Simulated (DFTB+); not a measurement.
# Run report: C2H9NSi2, geometry relaxation (part 2 of 2)

C2H9NSi2, SMILES C[SiH2]N=C[SiH3]; GFN1-xTB, R-SCC, dispersion built in (DFTB+ 25.1). The run did not end well. The geometry: force field.

Geometry of the input (Å):
```
C  -1.8921  1.8910  0.2185
Si -0.4207  0.9118  0.3134
N  -0.7429  -0.5330  -0.6028
C  0.2265  -1.4830  -0.7360
Si 1.9110  -1.7407  -0.1231
H  -1.8283  2.8902  0.7570
H  -2.7781  1.4126  0.6286
H  -2.1404  2.2080  -0.8373
H  -0.0978  0.5486  1.7524
H  0.7567  1.6005  -0.2569
H  -0.1866  -2.3558  -1.3153
H  1.9825  -1.7179  1.3980
H  2.4074  -3.0101  -0.5845
H  2.7899  -0.6515  -0.5832
```

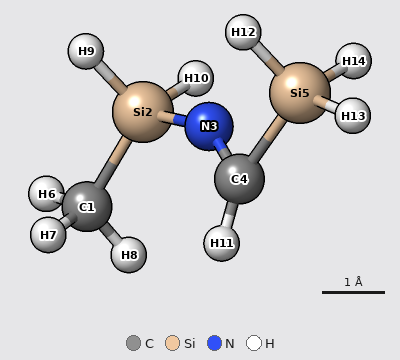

*The geometry at step 108 of the log (ball-and-stick view, seen at a tilt; atoms are numbered from 1 in the order of the input).*

**Log, continued**
```
--------------------------------------------------------------------------------

[... 181 further geometry steps ...]

***  Geometry step: 191

 iSCC Total electronic   Diff electronic      SCC error
    1   -0.16158962E+02    0.00000000E+00    0.14444779E-06
    2   -0.16158962E+02   -0.97729718E-08    0.10021690E-06
    3   -0.16158962E+02   -0.10658141E-13    0.22854607E-07
    4   -0.16158962E+02    0.71054274E-14    0.10164111E-07
    5   -0.16158962E+02   -0.35527137E-14    0.30181964E-08

Total Energy:                      -15.9819286399 H         -434.8904 eV
Extrapolated to 0K:                -15.9819286399 H         -434.8904 eV
Total Mermin free energy:          -15.9819286399 H         -434.8904 eV
Force related energy:              -15.9819286399 H         -434.8904 eV

total energy  -1.5981929E+01 H       energy change -8.1680263E-10 H
gradient norm  2.8499976E-05 H/a0    max. gradient  1.3278242E-05 H/a0
step length    2.8606602E-05 a0      max. step      1.3362938E-05 a0

--------------------------------------------------------------------------------

***  Geometry step: 192

 iSCC Total electronic   Diff electronic      SCC error
    1   -0.16158962E+02    0.00000000E+00    0.14308061E-06
    2   -0.16158962E+02   -0.96299040E-08    0.99311632E-07
    3   -0.16158962E+02    0.35527137E-14    0.22255891E-07
    4   -0.16158962E+02   -0.10658141E-13    0.95589332E-08

Total Energy:                      -15.9819286407 H         -434.8904 eV
Extrapolated to 0K:                -15.9819286407 H         -434.8904 eV
Total Mermin free energy:          -15.9819286407 H         -434.8904 eV
Force related energy:              -15.9819286407 H         -434.8904 eV

total energy  -1.5981929E+01 H       energy change -8.1075058E-10 H
gradient norm  2.8394690E-05 H/a0    max. gradient  1.3194447E-05 H/a0
step length    2.8499976E-05 a0      max. step      1.3278242E-05 a0

--------------------------------------------------------------------------------

***  Geometry step: 193

 iSCC Total electronic   Diff electronic      SCC error
    1   -0.16158962E+02    0.00000000E+00    0.13484602E-06
    2   -0.16158962E+02   -0.95276960E-08    0.93792672E-07
    3   -0.16158962E+02   -0.10658141E-13    0.22965388E-07
    4   -0.16158962E+02    0.35527137E-14    0.94948591E-08

Total Energy:                      -15.9819286415 H         -434.8904 eV
Extrapolated to 0K:                -15.9819286415 H         -434.8904 eV
Total Mermin free energy:          -15.9819286415 H         -434.8904 eV
Force related energy:              -15.9819286415 H         -434.8904 eV

total energy  -1.5981929E+01 H       energy change -8.0478024E-10 H
gradient norm  2.8290760E-05 H/a0    max. gradient  1.3111575E-05 H/a0
step length    2.8394690E-05 a0      max. step      1.3194447E-05 a0

--------------------------------------------------------------------------------

***  Geometry step: 194

 iSCC Total electronic   Diff electronic      SCC error
    1   -0.16158962E+02    0.00000000E+00    0.13276030E-06
    2   -0.16158962E+02   -0.93524015E-08    0.92407764E-07
    3   -0.16158962E+02    0.00000000E+00    0.22477702E-07
    4   -0.16158962E+02   -0.35527137E-14    0.89542693E-08

Total Energy:                      -15.9819286423 H         -434.8904 eV
Extrapolated to 0K:                -15.9819286423 H         -434.8904 eV
Total Mermin free energy:          -15.9819286423 H         -434.8904 eV
Force related energy:              -15.9819286423 H         -434.8904 eV

total energy  -1.5981929E+01 H       energy change -7.9891116E-10 H
gradient norm  2.8188149E-05 H/a0    max. gradient  1.3029597E-05 H/a0
step length    2.8290760E-05 a0      max. step      1.3111575E-05 a0

--------------------------------------------------------------------------------

***  Geometry step: 195

 iSCC Total electronic   Diff electronic      SCC error
    1   -0.16158962E+02    0.00000000E+00    0.13156143E-06
    2   -0.16158962E+02   -0.92348138E-08    0.91672123E-07
    3   -0.16158962E+02   -0.35527137E-14    0.22149542E-07
    4   -0.16158962E+02   -0.35527137E-14    0.86160119E-08

Total Energy:                      -15.9819286431 H         -434.8904 eV
Extrapolated to 0K:                -15.9819286431 H         -434.8904 eV
Total Mermin free energy:          -15.9819286431 H         -434.8904 eV
Force related energy:              -15.9819286431 H         -434.8904 eV

total energy  -1.5981929E+01 H       energy change -7.9313978E-10 H
gradient norm  2.8086831E-05 H/a0    max. gradient  1.2948503E-05 H/a0
step length    2.8188149E-05 a0      max. step      1.3029597E-05 a0

--------------------------------------------------------------------------------

***  Geometry step: 196

 iSCC Total electronic   Diff electronic      SCC error
    1   -0.16158962E+02    0.00000000E+00    0.13041946E-06
    2   -0.16158962E+02   -0.90940517E-08    0.90972954E-07
    3   -0.16158962E+02    0.00000000E+00    0.22487846E-07
    4   -0.16158962E+02    0.00000000E+00    0.85630969E-08

Total Energy:                      -15.9819286439 H         -434.8904 eV
Extrapolated to 0K:                -15.9819286439 H         -434.8904 eV
Total Mermin free energy:          -15.9819286439 H         -434.8904 eV
Force related energy:              -15.9819286439 H         -434.8904 eV

total energy  -1.5981929E+01 H       energy change -7.8746787E-10 H
gradient norm  2.7986785E-05 H/a0    max. gradient  1.2868283E-05 H/a0
step length    2.8086831E-05 a0      max. step      1.2948503E-05 a0

--------------------------------------------------------------------------------

***  Geometry step: 197

 iSCC Total electronic   Diff electronic      SCC error
    1   -0.16158962E+02    0.00000000E+00    0.12928374E-06
    2   -0.16158962E+02   -0.89547640E-08    0.90265671E-07
    3   -0.16158962E+02    0.00000000E+00    0.22804582E-07
    4   -0.16158962E+02    0.00000000E+00    0.87953402E-08

Total Energy:                      -15.9819286447 H         -434.8904 eV
Extrapolated to 0K:                -15.9819286447 H         -434.8904 eV
Total Mermin free energy:          -15.9819286447 H         -434.8904 eV
Force related energy:              -15.9819286447 H         -434.8904 eV

total energy  -1.5981929E+01 H       energy change -7.8187234E-10 H
gradient norm  2.7887988E-05 H/a0    max. gradient  1.2788925E-05 H/a0
step length    2.7986785E-05 a0      max. step      1.2868283E-05 a0

--------------------------------------------------------------------------------

***  Geometry step: 198

 iSCC Total electronic   Diff electronic      SCC error
    1   -0.16158962E+02    0.00000000E+00    0.12813194E-06
    2   -0.16158962E+02   -0.88132239E-08    0.89527508E-07
    3   -0.16158962E+02    0.00000000E+00    0.23053712E-07
    4   -0.16158962E+02   -0.35527137E-14    0.92021517E-08

Total Energy:                      -15.9819286454 H         -434.8904 eV
Extrapolated to 0K:                -15.9819286454 H         -434.8904 eV
Total Mermin free energy:          -15.9819286454 H         -434.8904 eV
Force related energy:              -15.9819286454 H         -434.8904 eV

total energy  -1.5981929E+01 H       energy change -7.7638163E-10 H
gradient norm  2.7790420E-05 H/a0    max. gradient  1.2710415E-05 H/a0
step length    2.7887988E-05 a0      max. step      1.2788925E-05 a0

--------------------------------------------------------------------------------

***  Geometry step: 199

 iSCC Total electronic   Diff electronic      SCC error
    1   -0.16158962E+02    0.00000000E+00    0.12693129E-06
    2   -0.16158962E+02   -0.86730054E-08    0.88737212E-07
    3   -0.16158962E+02   -0.35527137E-14    0.23224519E-07
    4   -0.16158962E+02    0.35527137E-14    0.96419195E-08

Total Energy:                      -15.9819286462 H         -434.8904 eV
Extrapolated to 0K:                -15.9819286462 H         -434.8904 eV
Total Mermin free energy:          -15.9819286462 H         -434.8904 eV
Force related energy:              -15.9819286462 H         -434.8904 eV

total energy  -1.5981929E+01 H       energy change -7.7095841E-10 H
gradient norm  2.7694062E-05 H/a0    max. gradient  1.2632743E-05 H/a0
step length    2.7790420E-05 a0      max. step      1.2710415E-05 a0

--------------------------------------------------------------------------------

***  Geometry step: 200

 iSCC Total electronic   Diff electronic      SCC error
    1   -0.16158962E+02    0.00000000E+00    0.12566121E-06
    2   -0.16158962E+02   -0.85356078E-08    0.87888299E-07
    3   -0.16158962E+02   -0.10658141E-13    0.23338299E-07
    4   -0.16158962E+02    0.71054274E-14    0.10024167E-07
    5   -0.16158962E+02    0.00000000E+00    0.41346997E-08

Total Energy:                      -15.9819286470 H         -434.8904 eV
Extrapolated to 0K:                -15.9819286470 H         -434.8904 eV
Total Mermin free energy:          -15.9819286470 H         -434.8904 eV
Force related energy:              -15.9819286470 H         -434.8904 eV

total energy  -1.5981929E+01 H       energy change -7.6564532E-10 H
gradient norm  2.7598904E-05 H/a0    max. gradient  1.2555917E-05 H/a0
step length    2.7694062E-05 a0      max. step      1.2632743E-05 a0
WARNING!
-> !!! Geometry did NOT converge!

--------------------------------------------------------------------------------
--------------------------------------------------------------------------------
Pre-SCC initialisation                 +       1.63 ( 14.9%)       1.65 ( 12.8%)
SCC                                    +       5.92 ( 54.1%)       7.77 ( 60.5%)
Post-SCC processing                    +       3.39 ( 31.0%)       3.43 ( 26.7%)
--------------------------------------------------------------------------------
Missing                                +       0.01 (  0.1%)       0.01 (  0.1%)
Total                                  =      10.95 (100.0%)      12.85 (100.0%)
--------------------------------------------------------------------------------
```

**Trajectory as extended XYZ (Å, eV, eV/Å), 14 of the 201 frames kept, from step=0 to step=200**
```
14
Properties=species:S:1:pos:R:3 step=0 energy=-433.92988
C    -1.8921    1.8910    0.2185
Si   -0.4207    0.9118    0.3134
N    -0.7429   -0.5330   -0.6028
C     0.2265   -1.4830   -0.7360
Si    1.9110   -1.7407   -0.1231
H    -1.8283    2.8902    0.7570
H    -2.7781    1.4126    0.6286
H    -2.1404    2.2080   -0.8373
H    -0.0978    0.5486    1.7524
H     0.7567    1.6005   -0.2569
H    -0.1866   -2.3558   -1.3153
H     1.9825   -1.7179    1.3980
H     2.4074   -3.0101   -0.5845
H     2.7899   -0.6515   -0.5832
14
Properties=species:S:1:pos:R:3 step=15 energy=-434.65987
C    -1.9593    1.9496    0.2011
Si   -0.3403    0.9382    0.3678
N    -0.3784   -0.5719   -0.4455
C     0.1994   -1.6649   -0.8144
Si    1.9648   -1.8137   -0.1194
H    -1.9104    2.9135    0.7388
H    -2.8571    1.4628    0.6153
H    -2.2210    2.2456   -0.8303
H    -0.0947    0.6284    1.7585
H     0.7684    1.6872   -0.1969
H    -0.4102   -2.3603   -1.4245
H     1.9188   -1.7058    1.3286
H     2.5742   -3.0665   -0.5559
H     2.7330   -0.6717   -0.5943
14
Properties=species:S:1:pos:R:3 step=31 energy=-434.75639
C    -1.9822    1.9112    0.1716
Si   -0.3307    0.9994    0.4032
N    -0.0057   -0.5386   -0.2776
C     0.1896   -1.6974   -0.8189
Si    1.9500   -1.8697   -0.1650
H    -1.9249    2.8672    0.7110
H    -2.8636    1.4051    0.5772
H    -2.2242    2.1765   -0.8626
H    -0.1704    0.7600    1.8241
H     0.7154    1.8403   -0.1626
H    -0.5916   -2.1884   -1.4125
H     1.8288   -1.8527    1.2784
H     2.7071   -3.0866   -0.5005
H     2.6891   -0.7567   -0.7376
14
Properties=species:S:1:pos:R:3 step=46 energy=-434.83215
C    -2.0101    1.8153    0.1088
Si   -0.2813    1.0856    0.4751
N     0.2455   -0.4408   -0.1218
C     0.1621   -1.5764   -0.7439
Si    1.9369   -1.9379   -0.2155
H    -2.0641    2.7876    0.6079
H    -2.8596    1.2371    0.4831
H    -2.2192    2.0015   -0.9475
H    -0.1675    0.8831    1.9002
H     0.7122    1.9767   -0.0941
H    -0.7442   -1.8271   -1.3034
H     1.9429   -1.9512    1.2409
H     2.5398   -3.2114   -0.6261
H     2.7923   -0.8746   -0.7358
14
Properties=species:S:1:pos:R:3 step=62 energy=-434.88556
C    -2.0117    1.7222    0.0586
Si   -0.2479    1.2045    0.5578
N     0.3728   -0.3120   -0.0036
C     0.1910   -1.4130   -0.6723
Si    1.9198   -1.9908   -0.2438
H    -2.2719    2.7050    0.4701
H    -2.7877    1.0334    0.4125
H    -2.1505    1.8054   -1.0258
H    -0.1465    1.0881    1.9984
H     0.7115    2.1550    0.0365
H    -0.7536   -1.6108   -1.1873
H     2.0117   -2.0873    1.1974
H     2.2906   -3.3031   -0.7857
H     2.8574   -1.0309   -0.7859
14
Properties=species:S:1:pos:R:3 step=77 energy=-434.88949
C    -1.9881    1.6926    0.0506
Si   -0.2187    1.2259    0.5745
N     0.3893   -0.2989    0.0103
C     0.1630   -1.3873   -0.6687
Si    1.8894   -1.9743   -0.2451
H    -2.3173    2.6655    0.4325
H    -2.7342    0.9691    0.4028
H    -2.1083    1.7461   -1.0388
H    -0.1224    1.0966    2.0148
H     0.7470    2.1697    0.0523
H    -0.7936   -1.5488   -1.1722
H     1.9876   -2.0849    1.1940
H     2.2608   -3.2841   -0.7913
H     2.8312   -1.0210   -0.7908
14
Properties=species:S:1:pos:R:3 step=92 energy=-434.89041
C    -1.9806    1.6741    0.0449
Si   -0.2108    1.2267    0.5794
N     0.4025   -0.2983    0.0180
C     0.1558   -1.3778   -0.6697
Si    1.8809   -1.9662   -0.2463
H    -2.3088    2.6476    0.4272
H    -2.7261    0.9486    0.3934
H    -2.0983    1.7249   -1.0446
H    -0.1160    1.1094    2.0200
H     0.7491    2.1791    0.0599
H    -0.8081   -1.5249   -1.1630
H     1.9759   -2.0824    1.1927
H     2.2447   -3.2784   -0.7948
H     2.8252   -1.0158   -0.7928
14
Properties=species:S:1:pos:R:3 step=108 energy=-434.89043
C    -1.9796    1.6705    0.0440
Si   -0.2092    1.2287    0.5814
N     0.4063   -0.2964    0.0211
C     0.1549   -1.3741   -0.6679
Si    1.8793   -1.9662   -0.2469
H    -2.3114    2.6435    0.4240
H    -2.7236    0.9431    0.3914
H    -2.0941    1.7193   -1.0459
H    -0.1151    1.1133    2.0222
H     0.7482    2.1829    0.0608
H    -0.8101   -1.5173   -1.1602
H     1.9754   -2.0844    1.1919
H     2.2393   -3.2785   -0.7978
H     2.8255   -1.0181   -0.7937
14
Properties=species:S:1:pos:R:3 step=123 energy=-434.89043
C    -1.9796    1.6705    0.0440
Si   -0.2092    1.2287    0.5815
N     0.4062   -0.2965    0.0211
C     0.1549   -1.3741   -0.6680
Si    1.8793   -1.9662   -0.2469
H    -2.3115    2.6435    0.4240
H    -2.7236    0.9431    0.3913
H    -2.0941    1.7193   -1.0459
H    -0.1149    1.1133    2.0222
H     0.7481    2.1829    0.0607
H    -0.8101   -1.5173   -1.1603
H     1.9754   -2.0845    1.1919
H     2.2393   -3.2785   -0.7978
H     2.8255   -1.0180   -0.7936
14
Properties=species:S:1:pos:R:3 step=138 energy=-434.89043
C    -1.9796    1.6705    0.0440
Si   -0.2092    1.2287    0.5815
N     0.4062   -0.2965    0.0212
C     0.1549   -1.3741   -0.6680
Si    1.8793   -1.9662   -0.2469
H    -2.3115    2.6434    0.4240
H    -2.7236    0.9431    0.3913
H    -2.0939    1.7193   -1.0458
H    -0.1148    1.1134    2.0223
H     0.7480    2.1829    0.0605
H    -0.8101   -1.5173   -1.1604
H     1.9754   -2.0846    1.1919
H     2.2393   -3.2785   -0.7978
H     2.8255   -1.0179   -0.7935
14
Properties=species:S:1:pos:R:3 step=154 energy=-434.89043
C    -1.9796    1.6704    0.0441
Si   -0.2092    1.2287    0.5815
N     0.4061   -0.2965    0.0212
C     0.1548   -1.3741   -0.6680
Si    1.8792   -1.9662   -0.2469
H    -2.3115    2.6434    0.4241
H    -2.7237    0.9431    0.3913
H    -2.0939    1.7193   -1.0458
H    -0.1146    1.1135    2.0223
H     0.7479    2.1829    0.0604
H    -0.8101   -1.5173   -1.1604
H     1.9754   -2.0846    1.1919
H     2.2393   -3.2785   -0.7978
H     2.8255   -1.0179   -0.7934
14
Properties=species:S:1:pos:R:3 step=169 energy=-434.89043
C    -1.9796    1.6704    0.0441
Si   -0.2092    1.2287    0.5815
N     0.4061   -0.2965    0.0212
C     0.1548   -1.3741   -0.6680
Si    1.8792   -1.9662   -0.2468
H    -2.3116    2.6434    0.4241
H    -2.7237    0.9430    0.3912
H    -2.0938    1.7192   -1.0458
H    -0.1145    1.1135    2.0223
H     0.7479    2.1828    0.0603
H    -0.8101   -1.5173   -1.1605
H     1.9753   -2.0847    1.1919
H     2.2394   -3.2785   -0.7979
H     2.8255   -1.0178   -0.7933
14
Properties=species:S:1:pos:R:3 step=185 energy=-434.89043
C    -1.9796    1.6704    0.0441
Si   -0.2092    1.2287    0.5816
N     0.4061   -0.2965    0.0213
C     0.1548   -1.3741   -0.6680
Si    1.8792   -1.9662   -0.2468
H    -2.3116    2.6434    0.4241
H    -2.7237    0.9430    0.3912
H    -2.0937    1.7192   -1.0458
H    -0.1143    1.1136    2.0223
H     0.7479    2.1828    0.0602
H    -0.8101   -1.5173   -1.1605
H     1.9753   -2.0847    1.1919
H     2.2394   -3.2784   -0.7979
H     2.8255   -1.0178   -0.7932
14
Properties=species:S:1:pos:R:3 step=200 energy=-434.89043
C    -1.9796    1.6704    0.0441
Si   -0.2092    1.2287    0.5816
N     0.4060   -0.2965    0.0213
C     0.1548   -1.3741   -0.6680
Si    1.8792   -1.9662   -0.2468
H    -2.3117    2.6433    0.4241
H    -2.7237    0.9430    0.3912
H    -2.0937    1.7192   -1.0458
H    -0.1142    1.1137    2.0223
H     0.7478    2.1828    0.0602
H    -0.8101   -1.5172   -1.1606
H     1.9752   -2.0848    1.1919
H     2.2394   -3.2784   -0.7979
H     2.8255   -1.0178   -0.7931
```

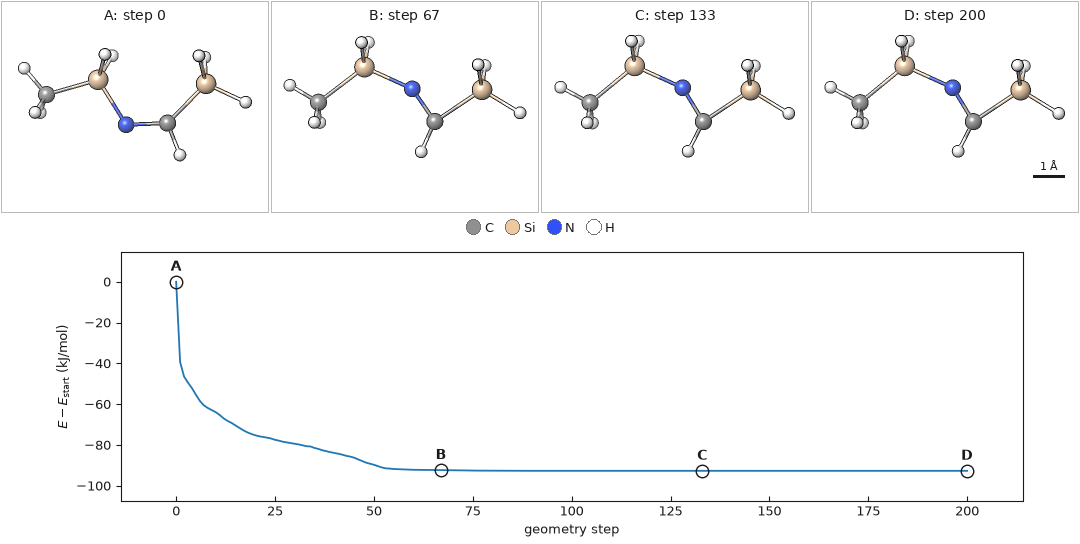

*Frames of the relaxation (ball-and-stick view, seen at a tilt) above the curves, on which the letters mark them (steps are counted from 0).*

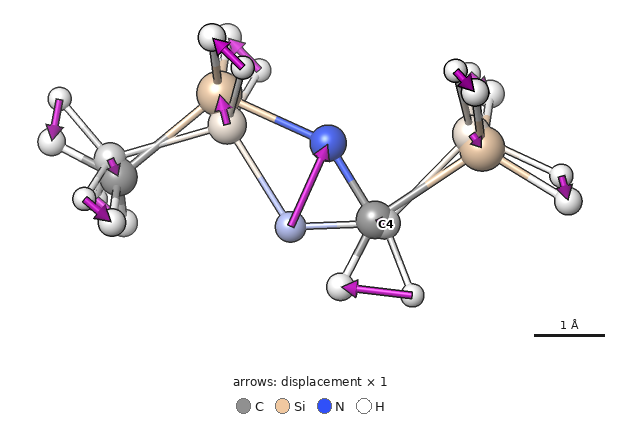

*Start (faint) and end (solid) with the displacements as pink arrows, at true length (ball-and-stick view, seen at a tilt). The two geometries are laid on each other by the best rigid fit.*

The relaxation stopped without meeting its thresholds, so the last structure isn't shown to be converged. N3 moves most after the best rigid fit: 1.33 Å. By element the largest moves are N 1.33 Å, H 1.06 Å, Si 0.47 Å, C 0.29 Å. Among the contacts that change: C1–Si2 1.770 → 1.902 Å, Si2–H9 1.519 → 1.448 Å, C4–Si5 1.811 → 1.871 Å, N3–C4 1.364 → 1.304 Å. Among the angles that change: N3–C4–Si5 136.7° → 88.0°, Si5–C4–H11 113.9° → 150.9°, Si2–N3–C4 119.9° → 145.9°. Over 200 geometry steps the energy falls by 92.7 kJ/mol. (Atoms are counted from 1 in the order of the input.)
